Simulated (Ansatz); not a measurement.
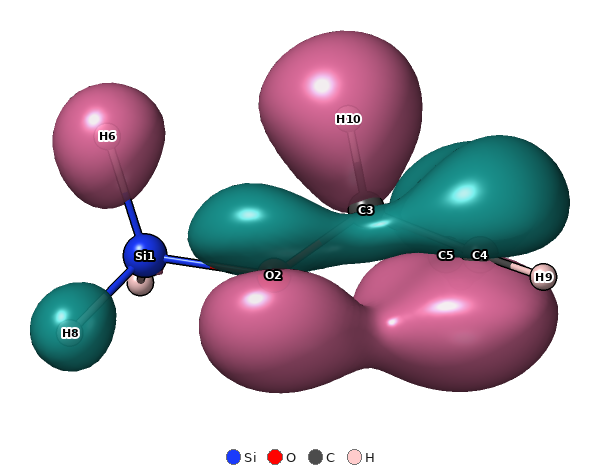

*C$_{3}$H$_{6}$OSi. The HOMO−1 at ±0.08 Å⁻³ᐟ² (teal and pink are the two phases), seen from one side.*

Method: Ansatz 0.2.0, RKS PBE-D4/def2-SVP.

```yaml
atoms:
  - { symbol: Si, position_ang: [-1.7462, -1.1947, -0.2447] }
  - { symbol: O, position_ang: [-0.6486, -0.3399, 0.7037] }
  - { symbol: C, position_ang: [0.1317, 0.7199, 0.1732] }
  - { symbol: C, position_ang: [1.3628, 1.1084, 0.9077] }
  - { symbol: C, position_ang: [1.5478, 0.4702, -0.2301] }
  - { symbol: H, position_ang: [-2.7496, -0.2670, -0.8879] }
  - { symbol: H, position_ang: [-1.0561, -1.9713, -1.3405] }
  - { symbol: H, position_ang: [-2.4483, -2.1399, 0.6825] }
  - { symbol: H, position_ang: [1.7778, 1.5580, 1.8176] }
  - { symbol: H, position_ang: [-0.4983, 1.4754, -0.3466] }
  - { symbol: H, position_ang: [2.2335, 0.0065, -0.9491] }
```

**Describe this orbital and give its energy.**

It lies mainly on O2 (about 25 %), C4 (about 20 %), C5 (about 20 %), C3 (about 10 %) and H10 (about 10 %). Its energy is −6.71 eV.
